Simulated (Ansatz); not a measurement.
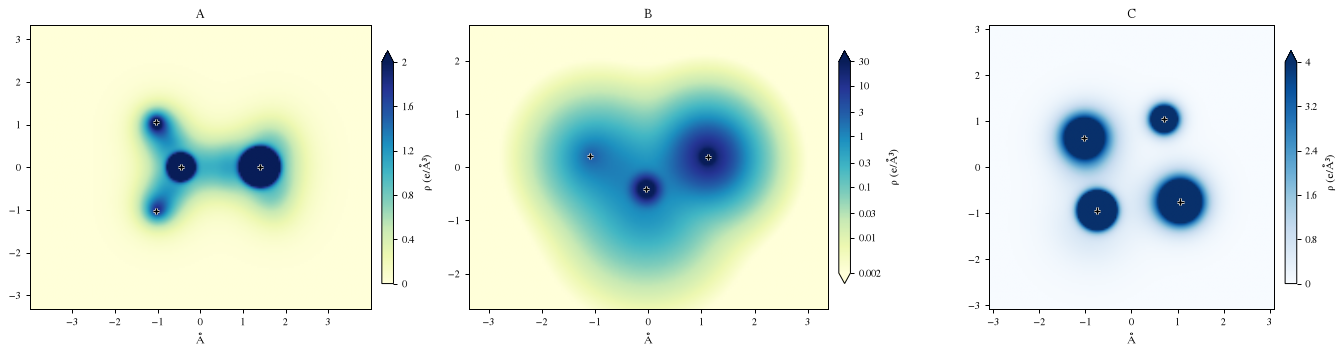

The total electron density of 3 systems, each on a plane through atoms (crosses mark nuclei in the plane).

Theory: isolated molecule in a Gaussian basis; Kohn-Sham density functional theory, functional PBE0 in Ansatz 0.2.0.

System 1: BFH (SMILES [BH]F) (doublet), the molecular plane. Geometry: PBE-D3(BJ)/def2-SVP.

```tsv
atom	x (Å)	y (Å)	z (Å)
B	0.0774	-0.4595	0.7222
F	-1.1247	-0.8272	0.3497
H	0.2503	0.2157	1.7336
```

System 2: BH₄P (SMILES BP), the plane of atoms P2, B1 and H3. Geometry: r2SCAN-D4/def2-SVP.

```xyz
6

B    -0.8389    0.8566    0.0257
P    -0.3671    0.6058    1.7995
H    -0.6379    1.9274   -0.4902
H    -0.0163   -0.7591    1.9494
H    -1.5006    0.0166   -0.5309
H     0.8860    1.2393    1.9919
```

System 3: FLiOSi, the molecular plane. Geometry: PBE-D3(BJ)/def2-SVP.

```yaml
atoms:
  - { symbol: F, position_ang: [-0.7236, -1.1878, -0.5105] }
  - { symbol: Li, position_ang: [0.7854, -0.5825, 0.3257] }
  - { symbol: O, position_ang: [0.3796, 1.0549, -0.2697] }
  - { symbol: Si, position_ang: [-0.9527, 0.5502, -1.0142] }
```

> Match each panel to its system.

Panel A is system 2, BH₄P: the plane holds B, P and H. B–P (1.85 Å): ρ at the midpoint is about 1.1 e/Å³. Panel B is system 1, BFH: the plane holds B, F and H. B–F (1.31 Å): ρ at the midpoint is about 2.3 e/Å³. Panel C is system 3, FLiOSi: the plane holds F, Li, O and Si. Si–O (1.61 Å): the density is about 1.3 e/Å³ at the midpoint.
